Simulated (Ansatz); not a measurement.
**Run report: SiH₃Cl₂O, molecular dynamics (part 2 of 4)**

The same run, continued: SiH₃Cl₂O, multiplicity 2; UKS BHLYP-D4/def2-SVP (Ansatz 0.2.0). The run did not end well. It belongs to a series of runs on one base structure; here: dynamics from the highest image of the converged band. The run did not end well; see the last part.

Geometry of the input (Å):
```
Si -0.0224  0.0697  0.1449
H  0.0219  0.3654  1.6754
Cl 1.9080  0.0356  -0.5285
Cl -1.0936  1.5337  -0.8182
H  -0.6587  -1.2276  -0.1222
O  0.2836  -0.3983  2.8252
H  -0.6354  -0.6328  3.0056
```

Output, continued:
```
md step   103: t =    51.50 fs  T =   398.0 K  F+E_penalty+E_count = -35006.01224928 eV  E_kin = 0.257228 eV  conserved = -35005.75502165 eV  (89 SCF iters)
md step   104: t =    52.00 fs  T =   396.1 K  F+E_penalty+E_count = -35006.01091349 eV  E_kin = 0.255992 eV  conserved = -35005.75492196 eV  (54 SCF iters)
md step   105: t =    52.50 fs  T =   388.4 K  F+E_penalty+E_count = -35006.00570158 eV  E_kin = 0.251035 eV  conserved = -35005.75466626 eV  (55 SCF iters)
md step   106: t =    53.00 fs  T =   381.0 K  F+E_penalty+E_count = -35006.00060386 eV  E_kin = 0.246230 eV  conserved = -35005.75437400 eV  (56 SCF iters)
md step   107: t =    53.50 fs  T =   380.4 K  F+E_penalty+E_count = -35006.00009255 eV  E_kin = 0.245874 eV  conserved = -35005.75421870 eV  (56 SCF iters)
md step   108: t =    54.00 fs  T =   390.2 K  F+E_penalty+E_count = -35006.00651687 eV  E_kin = 0.252212 eV  conserved = -35005.75430503 eV  (55 SCF iters)
md step   109: t =    54.50 fs  T =   408.4 K  F+E_penalty+E_count = -35006.01855683 eV  E_kin = 0.263975 eV  conserved = -35005.75458161 eV  (57 SCF iters)
md step   110: t =    55.00 fs  T =   428.7 K  F+E_penalty+E_count = -35006.03198226 eV  E_kin = 0.277100 eV  conserved = -35005.75488273 eV  (58 SCF iters, 3 dispersion substeps)
md step   111: t =    55.50 fs  T =   444.2 K  F+E_penalty+E_count = -35006.04212478 eV  E_kin = 0.287071 eV  conserved = -35005.75505402 eV  (63 SCF iters, 3 dispersion substeps)
md step   112: t =    56.00 fs  T =   450.6 K  F+E_penalty+E_count = -35006.04623870 eV  E_kin = 0.291197 eV  conserved = -35005.75504146 eV  (64 SCF iters, 3 dispersion substeps)
md step   113: t =    56.50 fs  T =   447.9 K  F+E_penalty+E_count = -35006.04439907 eV  E_kin = 0.289510 eV  conserved = -35005.75488955 eV  (99 SCF iters, 3 dispersion substeps)
md step   114: t =    57.00 fs  T =   439.7 K  F+E_penalty+E_count = -35006.03888523 eV  E_kin = 0.284197 eV  conserved = -35005.75468834 eV  (98 SCF iters, 3 dispersion substeps)
md step   115: t =    57.50 fs  T =   430.6 K  F+E_penalty+E_count = -35006.03280526 eV  E_kin = 0.278282 eV  conserved = -35005.75452346 eV  (97 SCF iters, 3 dispersion substeps)
md step   116: t =    58.00 fs  T =   424.4 K  F+E_penalty+E_count = -35006.02873546 eV  E_kin = 0.274285 eV  conserved = -35005.75445088 eV  (95 SCF iters, 3 dispersion substeps)
md step   117: t =    58.50 fs  T =   422.9 K  F+E_penalty+E_count = -35006.02781136 eV  E_kin = 0.273323 eV  conserved = -35005.75448886 eV  (96 SCF iters, 3 dispersion substeps)
md step   118: t =    59.00 fs  T =   425.2 K  F+E_penalty+E_count = -35006.02942892 eV  E_kin = 0.274812 eV  conserved = -35005.75461733 eV  (101 SCF iters, 3 dispersion substeps)
md step   119: t =    59.50 fs  T =   428.3 K  F+E_penalty+E_count = -35006.03158366 eV  E_kin = 0.276807 eV  conserved = -35005.75477707 eV  (101 SCF iters, 3 dispersion substeps)
md step   120: t =    60.00 fs  T =   428.5 K  F+E_penalty+E_count = -35006.03181510 eV  E_kin = 0.276931 eV  conserved = -35005.75488389 eV  (107 SCF iters, 3 dispersion substeps)
md step   121: t =    60.50 fs  T =   423.5 K  F+E_penalty+E_count = -35006.02853797 eV  E_kin = 0.273680 eV  conserved = -35005.75485802 eV  (106 SCF iters, 3 dispersion substeps)
md step   122: t =    61.00 fs  T =   414.0 K  F+E_penalty+E_count = -35006.02224063 eV  E_kin = 0.267562 eV  conserved = -35005.75467886 eV  (103 SCF iters, 3 dispersion substeps)
md step   123: t =    61.50 fs  T =   404.3 K  F+E_penalty+E_count = -35006.01573088 eV  E_kin = 0.261303 eV  conserved = -35005.75442781 eV  (106 SCF iters, 3 dispersion substeps)
md step   124: t =    62.00 fs  T =   400.1 K  F+E_penalty+E_count = -35006.01284282 eV  E_kin = 0.258580 eV  conserved = -35005.75426309 eV  (104 SCF iters, 3 dispersion substeps)
md step   125: t =    62.50 fs  T =   405.0 K  F+E_penalty+E_count = -35006.01605058 eV  E_kin = 0.261740 eV  conserved = -35005.75431021 eV  (86 SCF iters, 3 dispersion substeps)
md step   126: t =    63.00 fs  T =   417.8 K  F+E_penalty+E_count = -35006.02461068 eV  E_kin = 0.270053 eV  conserved = -35005.75455733 eV  (109 SCF iters, 3 dispersion substeps)
md step   127: t =    63.50 fs  T =   433.1 K  F+E_penalty+E_count = -35006.03475652 eV  E_kin = 0.279898 eV  conserved = -35005.75485899 eV  (113 SCF iters, 3 dispersion substeps)
md step   128: t =    64.00 fs  T =   443.8 K  F+E_penalty+E_count = -35006.04185476 eV  E_kin = 0.286803 eV  conserved = -35005.75505175 eV  (100 SCF iters, 3 dispersion substeps)
md step   129: t =    64.50 fs  T =   445.3 K  F+E_penalty+E_count = -35006.04288289 eV  E_kin = 0.287825 eV  conserved = -35005.75505790 eV  (113 SCF iters, 3 dispersion substeps)
md step   130: t =    65.00 fs  T =   437.5 K  F+E_penalty+E_count = -35006.03767252 eV  E_kin = 0.282769 eV  conserved = -35005.75490386 eV  (102 SCF iters, 3 dispersion substeps)
md step   131: t =    65.50 fs  T =   423.8 K  F+E_penalty+E_count = -35006.02857111 eV  E_kin = 0.273896 eV  conserved = -35005.75467505 eV  (104 SCF iters, 3 dispersion substeps)
md step   132: t =    66.00 fs  T =   409.5 K  F+E_penalty+E_count = -35006.01914230 eV  E_kin = 0.264678 eV  conserved = -35005.75446477 eV  (107 SCF iters, 3 dispersion substeps)
md step   133: t =    66.50 fs  T =   399.7 K  F+E_penalty+E_count = -35006.01269036 eV  E_kin = 0.258346 eV  conserved = -35005.75434391 eV  (109 SCF iters, 3 dispersion substeps)
md step   134: t =    67.00 fs  T =   397.3 K  F+E_penalty+E_count = -35006.01111587 eV  E_kin = 0.256767 eV  conserved = -35005.75434864 eV  (95 SCF iters, 3 dispersion substeps)
md step   135: t =    67.50 fs  T =   402.1 K  F+E_penalty+E_count = -35006.01433385 eV  E_kin = 0.259859 eV  conserved = -35005.75447487 eV  (98 SCF iters, 3 dispersion substeps)
md step   136: t =    68.00 fs  T =   411.1 K  F+E_penalty+E_count = -35006.02035822 eV  E_kin = 0.265684 eV  conserved = -35005.75467446 eV  (55 SCF iters, 3 dispersion substeps)
md step   137: t =    68.50 fs  T =   419.7 K  F+E_penalty+E_count = -35006.02609199 eV  E_kin = 0.271231 eV  conserved = -35005.75486087 eV  (97 SCF iters, 3 dispersion substeps)
md step   138: t =    69.00 fs  T =   423.6 K  F+E_penalty+E_count = -35006.02869734 eV  E_kin = 0.273761 eV  conserved = -35005.75493668 eV  (101 SCF iters, 3 dispersion substeps)
md step   139: t =    69.50 fs  T =   421.2 K  F+E_penalty+E_count = -35006.02708201 eV  E_kin = 0.272235 eV  conserved = -35005.75484741 eV  (102 SCF iters, 3 dispersion substeps)
md step   140: t =    70.00 fs  T =   414.7 K  F+E_penalty+E_count = -35006.02267036 eV  E_kin = 0.268034 eV  conserved = -35005.75463662 eV  (108 SCF iters, 3 dispersion substeps)
md step   141: t =    70.50 fs  T =   408.8 K  F+E_penalty+E_count = -35006.01867824 eV  E_kin = 0.264234 eV  conserved = -35005.75444417 eV  (104 SCF iters, 3 dispersion substeps)
md step   142: t =    71.00 fs  T =   407.8 K  F+E_penalty+E_count = -35006.01799225 eV  E_kin = 0.263578 eV  conserved = -35005.75441396 eV  (91 SCF iters, 3 dispersion substeps)
md step   143: t =    71.50 fs  T =   412.3 K  F+E_penalty+E_count = -35006.02104270 eV  E_kin = 0.266468 eV  conserved = -35005.75457435 eV  (126 SCF iters, 3 dispersion substeps)
md step   144: t =    72.00 fs  T =   418.7 K  F+E_penalty+E_count = -35006.02538920 eV  E_kin = 0.270576 eV  conserved = -35005.75481285 eV  (128 SCF iters, 3 dispersion substeps)
md step   145: t =    72.50 fs  T =   421.5 K  F+E_penalty+E_count = -35006.02738348 eV  E_kin = 0.272412 eV  conserved = -35005.75497149 eV  (107 SCF iters, 3 dispersion substeps)
md step   146: t =    73.00 fs  T =   417.1 K  F+E_penalty+E_count = -35006.02454349 eV  E_kin = 0.269582 eV  conserved = -35005.75496133 eV  (122 SCF iters, 3 dispersion substeps)
md step   147: t =    73.50 fs  T =   405.6 K  F+E_penalty+E_count = -35006.01695173 eV  E_kin = 0.262152 eV  conserved = -35005.75479941 eV  (102 SCF iters, 3 dispersion substeps)
md step   148: t =    74.00 fs  T =   390.7 K  F+E_penalty+E_count = -35006.00706804 eV  E_kin = 0.252500 eV  conserved = -35005.75456853 eV  (110 SCF iters, 3 dispersion substeps)
md step   149: t =    74.50 fs  T =   377.7 K  F+E_penalty+E_count = -35005.99847250 eV  E_kin = 0.244108 eV  conserved = -35005.75436457 eV  (108 SCF iters, 3 dispersion substeps)
md step   150: t =    75.00 fs  T =   371.5 K  F+E_penalty+E_count = -35005.99436531 eV  E_kin = 0.240107 eV  conserved = -35005.75425873 eV  (108 SCF iters, 3 dispersion substeps)
these checks for a lower state are left out or cut short: starts, cluster_reference, orbital_swaps, neighbouring_geometries, increment
825 factors; integrals over basis functions are off by at most 2.6e-4 eV
mean field evaluation 1696: about -35005.8027 eV, gradient 1.4e-5 eV
mean field -35005.80268532 eV, -1286.4395209001 hartree, gradient 2.0e-9 eV, S^2 0.752708; 0 other end points of the search recorded, 0 dependent functions left out
the calculation of the forces begins
reference -35005.80285018 eV, -1286.4395269587 hartree; 30, 29 occupied and 53, 54 virtual orbitals, 825 factors
md step   151: t =    75.50 fs  T =   374.6 K  F+E_penalty+E_count = -35005.99641733 eV  E_kin = 0.242133 eV  conserved = -35005.75428453 eV  (108 SCF iters, 3 dispersion substeps)
```

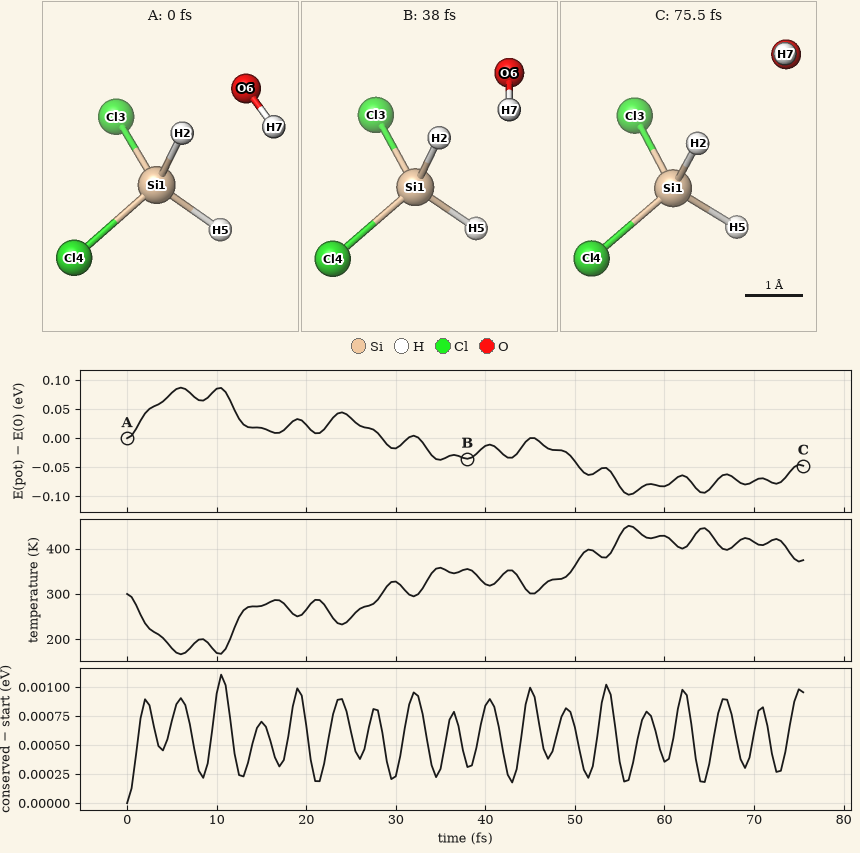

Figure 1. Frames of the molecular dynamics (ball-and-stick, seen at a tilt) above the curves, on which the letters mark them. The trajectory kept here has 152 frames over 75.5 fs. The temperature starts at 300 K, ranges from 167 to 451 K and averages 386 K over the second half. The potential energy ends 0.047 eV below its first value. The conserved quantity stays within 0.0011 eV. After an unweighted best fit of the last frame on the first, the root-mean-square displacement is 0.60 Å, and H7 has moved furthest (1.12 Å).

```
these checks for a lower state are left out or cut short: starts, cluster_reference, orbital_swaps, neighbouring_geometries, increment
825 factors; integrals over basis functions are off by at most 2.6e-4 eV
Unfinished report: {"positions_ang":[[-0.060915427516385096,0.07058808014641654,-0.06455105295798132],[-0.16807550017664724,0.3025962747905617,1.3995738697869844],[1.9286570777232501,0.06288340951476136,-0.5910924430961867],[-1.1093318270945693,1.5880814613216212,-0.9176682069741042],[-0.4739125880954426,-1.3177912502068383,-0.5066433053709093],[0.3142187256760365,-0.6040710218095026,3.5183376400156265],[-0.21751495843430207,-0.11275671717468777,4.2022711337056995]],"unchecked":["starts","cluster_reference","orbital_swaps","neighbouring_geometries","increment"],"mean_field":{"relativity":"none","state":{"energy":{"ev":-35005.80285017929,"hartree":-1286.4395269587003},"converged":true,"gradient_ev":1.9808883098718696e-9,"stability":{"kind":"minimum","curvature_ev":0.011240582067877989},"curvature_floor_ev":0.00030000000000000003,"spin_squared":0.7527082348123528},"others":[],"fillings":{"estimated":0,"unestimated":0,"tried":0,"untried":0,"excluded_magnetic_sites":0},"n_dropped_functions":0,"n_trapped_functions":0,"passes":{"evaluations":12,"products":96},"factors":{"origin":"Cholesky decomposition","count":825,"bound_ev":0.00026086924707306134},"gradient_stop_ev":0.00001,"reference_kind":"stationary","functional":{"name":"BHLYP","citations":["Becke, J. Chem. Phys. 98, 1372 (1993) doi:10.1063/1.464304","Becke, Phys. Rev. A 38, 3098 (1988) doi:10.1103/PhysRevA.38.3098","Lee, Yang & Parr, Phys. Rev. B 37, 785 (1988) doi:10.1103/PhysRevB.37.785"],"text":"name \"BHLYP\"\ncite \"Becke, J. Chem. Phys. 98, 1372 (1993) doi:10.1063/1.464304\"\ncite \"Becke, Phys. Rev. A 38, 3098 (1988) doi:10.1103/PhysRevA.38.3098\"\ncite \"Lee, Yang & Parr, Phys. Rev. B 37, 785 (1988) doi:10.1103/PhysRevB.37.785\"\nparameter a = 0.5\nexchange = (1 - a)*b88_x + a*exact_x\ncorrelation = lyp_c\n","parameters":{"a":{"value":0.5,"default":0.5}},"final_grid":{"core_spheres":13.0,"valence_spheres":11.0,"degree":36.0},"final_grid_parameter_source":"default","radial_points_factor":1.0,"radial_grid_error_ev":4.671919181681796e-7,"grid_sensitivity":"normal","grid_sensitivity_ratio":0.0009331686670994504},"unsmoothed_excess_ev":-0.0001648622672551421,"symmetry":{"irreps":["A"],"axes":[[0.9991671085687465,0.016273531177758892,-0.037420065972382954],[-0.018492555564428033,0.9980426630907452,-0.05974000367785372],[0.03637464148369747,0.06038223938990622,0.9975123410881656]],"occupied":[{"A":30},{"A":29}]},"held":{"pivots":825,"left_out":0,"joined":0},"density_repulsion":{"missed_ev":0.000015595878717921013,"excess_ev":9.711817562198464e-9,"most_excess_ev":0.0001593,"are_drawn_again":false,"n_first_factors":825,"energy_change_ev":0.0,"n_dropped_ends":0}},"factors":{"origin":"Cholesky decomposition","count":825,"bound_ev":0.00026086924707306134},"n_frozen":0,"n_occupied":[30,29],"n_virtual":[53,54],"reference":{"ev":-35005.80285017929,"hartree":-1286.4395269587003},"dispersion":{"energy":{"ev":-0.19373201762444092,"hartree":-0.0071195203314202505},"switches_in_reach":[]},"total":{"ev":-35005.99658219691,"hartree":-1286.4466464790316},"forces_ev_per_angstrom":[[0.39003313139682894,-1.1738479708085099,0.5380952791768294],[0.009412560026041333,-0.16277738162710542,-0.36198954974898107],[0.012680122466439597,0.3091112645850135,-0.029882185022990254],[-0.168485905927428,0.15824674033973968,-0.3794835042532964],[-0.24863622070247024,0.8873553022908114,0.23691672901039298],[-0.7083489085491634,0.6315720446377983,0.9151665187062722],[0.7133452212942107,-0.6496599994122191,-0.9188232878705206]],"charge_distribution":{"dipole_moment_e_ang":[-0.35556540677479226,0.018753086177526416,0.43108964531751026],"mulliken_charges_e":[0.705029955238583,-0.095554982002227,-0.2777464917744794,-0.25292667073886577,-0.08610468577697428,-0.1948489785160561,0.20215185357004684],"lowdin_charges_e":[0.0764458284412246,-0.107194371469723,0.04236400146163177,0.07341498885347164,-0.09552090101440602,0.034848035633077146,-0.024357581905289916]},"n_threads":2,"memory_gib":2.556818182580173,"seconds":{"hamiltonian":10.497605215,"orbitals":0.0,"second_order":0.0,"solver_start":0.0,"cycles":0.0,"cycle":0.0,"perturbative":0.0,"full_ci_increment":0.0,"forces":0.0}}
Error: SIGTERM received: run cancelled behind 1725 evaluations of the mean field
```

Trajectory as extended XYZ (Å, eV, eV/Å), 60 of the 152 frames kept, from step=0 to step=151:
```
7
Properties=species:S:1:pos:R:3:forces:R:3 step=0 time_fs=0.0 energy=-35005.94913 temperature=300.0
Si   -0.0224    0.0697    0.1449    0.0012   0.0016  -0.0027
H     0.0219    0.3654    1.6754   -0.0009   0.0016   0.0037
Cl    1.9080    0.0356   -0.5285   -0.0007   0.0002   0.0000
Cl   -1.0936    1.5337   -0.8182    0.0008  -0.0004  -0.0004
H    -0.6587   -1.2276   -0.1222   -0.0014  -0.0024  -0.0007
O     0.2836   -0.3983    2.8252    0.0006  -0.0007   0.0002
H    -0.6354   -0.6328    3.0056    0.0003   0.0000  -0.0001
7
Properties=species:S:1:pos:R:3:forces:R:3 step=3 time_fs=1.5 energy=-35005.91881 temperature=254.2
Si   -0.0225    0.0686    0.1388   -0.1907  -0.4924  -0.0928
H     0.0515    0.3748    1.6558   -0.1825  -0.0206   0.0061
Cl    1.9084    0.0359   -0.5280    0.0517  -0.0083  -0.0560
Cl   -1.0935    1.5339   -0.8158   -0.0315   0.0332  -0.0301
H    -0.6690   -1.2548   -0.1438    0.2285   0.4968   0.1351
O     0.2794   -0.3965    2.8292    1.3761   0.2290  -0.1227
H    -0.6052   -0.6343    3.0550   -1.2516  -0.2377   0.1605
7
Properties=species:S:1:pos:R:3:forces:R:3 step=5 time_fs=2.5 energy=-35005.89849 temperature=222.9
Si   -0.0226    0.0677    0.1347   -0.2609  -0.6972  -0.1177
H     0.0693    0.3809    1.6428   -0.2867  -0.0187  -0.0184
Cl    1.9087    0.0361   -0.5278    0.0879  -0.0146  -0.0948
Cl   -1.0934    1.5341   -0.8142   -0.0539   0.0560  -0.0526
H    -0.6735   -1.2676   -0.1568    0.3227   0.7066   0.1990
O     0.2775   -0.3951    2.8318    1.4255   0.1598  -0.0344
H    -0.5981   -0.6377    3.0895   -1.2346  -0.1918   0.1188
7
Properties=species:S:1:pos:R:3:forces:R:3 step=8 time_fs=4.0 energy=-35005.88591 temperature=202.9
Si   -0.0230    0.0659    0.1285   -0.2647  -0.7802  -0.0990
H     0.0906    0.3896    1.6228   -0.4064   0.0068  -0.0800
Cl    1.9092    0.0364   -0.5274    0.1413  -0.0245  -0.1511
Cl   -1.0934    1.5344   -0.8119   -0.0879   0.0908  -0.0904
H    -0.6743   -1.2740   -0.1726    0.3573   0.7957   0.2419
O     0.2761   -0.3929    2.8357    0.3248  -0.2677   0.4830
H    -0.6069   -0.6454    3.1425   -0.0644   0.1792  -0.3043
7
Properties=species:S:1:pos:R:3:forces:R:3 step=10 time_fs=5.0 energy=-35005.87076 temperature=179.8
Si   -0.0233    0.0644    0.1243   -0.2005  -0.6842  -0.0618
H     0.1001    0.3955    1.6087   -0.4595   0.0324  -0.1149
Cl    1.9096    0.0366   -0.5272    0.1738  -0.0307  -0.1843
Cl   -1.0934    1.5347   -0.8104   -0.1097   0.1135  -0.1178
H    -0.6706   -1.2688   -0.1803    0.3078   0.7007   0.2331
O     0.2755   -0.3916    2.8386   -0.4067  -0.5458   0.8638
H    -0.6153   -0.6489    3.1748    0.6947   0.4140  -0.6182
7
Properties=species:S:1:pos:R:3:forces:R:3 step=13 time_fs=6.5 energy=-35005.86444 temperature=170.3
Si   -0.0239    0.0616    0.1179   -0.0137  -0.3263   0.0057
H     0.1061    0.4050    1.5853   -0.4994   0.0745  -0.1204
Cl    1.9103    0.0368   -0.5270    0.2146  -0.0392  -0.2233
Cl   -1.0934    1.5351   -0.8082   -0.1404   0.1460  -0.1622
H    -0.6600   -1.2493   -0.1878    0.1307   0.3373   0.1647
O     0.2741   -0.3903    2.8440   -0.7064  -0.7098   1.1354
H    -0.6149   -0.6466    3.2118    1.0146   0.5175  -0.7999
```
